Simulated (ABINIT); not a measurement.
Convergence series on AgSbSeS (P4/mmm, 4 atoms in the cell)

```xyz
4
Lattice="3.9534 0.0000 0.0000 0.0000 3.9534 0.0000 0.0000 0.0000 5.7819" Properties=species:S:1:pos:R:3 pbc="T T T"
Ag     0.0000     0.0000     0.0000
Sb     1.9767     1.9767     2.8910
Se     1.9767     1.9767     0.0000
S      0.0000     0.0000     2.8910
```

Method of the run: LDA (PW92), norm-conserving pseudopotentials (PseudoDojo nc-sr-04 LDA standard) (plane waves; ABINIT).

The starting cell comes from a database of computed structures (which also holds hypothetical and non-ambient phases and stackings), without a prior relaxation at this level. In the base run, with a pressure of about -6 GPa the cell is away from its equilibrium volume at this level. The run gives no clean gap (levels at the Fermi energy touch, overlap or are partly filled at this smearing), which alone does not show that the compound is a metal. Without a gap this mesh is coarse (it stands for a supercell whose shortest vector is 17 Å).

Held fixed: pseudos = [Ag.upf, Sb.upf, Se.upf, S.upf]; ecut = 1170 eV; occopt = 3; tsmear = 0.136 eV; ngkpt = 5 5 3; nshiftk = 1; shiftk = 0 0 0; potentials = PseudoDojo nc-sr-04 LDA standard; kptopt = 1; nstep = 80; tolvrs = 1e-11.

ΔF is the free energy per atom less that of the last row (44).

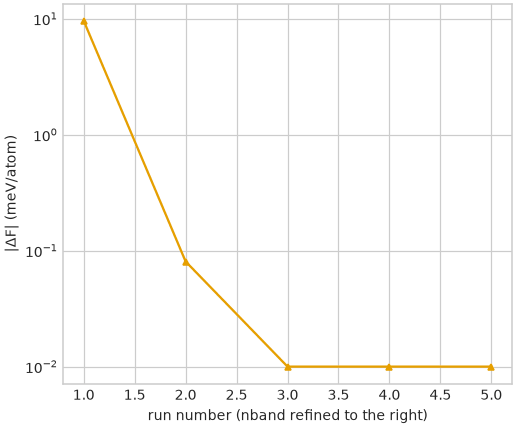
Fig. 1. Size of the energy error against the last run of the series; values under 0.01 meV/atom are drawn at 0.01.

| nband | ΔF (meV/atom) | pressure (GPa) | bands | iterations |
|---|---|---|---|---|
| 28 | 9.6 | -6.02 | 28 | 52 |
| 29 | 0.08 | -5.82 | 29 | 50 |
| 30 | 0.00 | -5.82 | 30 | 31 |
| 32 | 0.00 | -5.82 | 32 | 19 |
| 36 | 0.00 | -5.82 | 36 | 15 |
| 44 | 0.00 | -5.82 | 44 | 13 |

Energy within 5 meV/atom of the last row: from nband = 29 on; the one before it is off by 9.6 meV/atom.

Pressure within 0.1 GPa of the last row: from nband = 29 on; the one before it is off by 0.20 GPa. The value it settles on is -5.82 GPa at this level of theory and with the other settings as held.
